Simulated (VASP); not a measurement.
Band structure of Bi (a7). Computed with vdW-DF-cx, VASP's PBE PAW potentials (set 64) (plane waves; VASP 6.6.1).

Unless said otherwise, spin-orbit coupling is left out, though it shifts the bands of the heavy elements here.

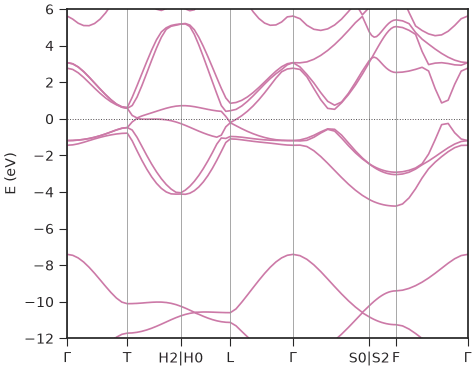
Figure: Bands along high-symmetry lines, zero at the valence-band maximum or, without a gap, the Fermi level

Q: Read the plot: is there a gap, and where are the band edges?

A: It has no gap at this level: it comes out as a metal or semimetal. (Edges off the drawn lines would not show.)

The compound is Bi in the a7 structure. It was relaxed first.
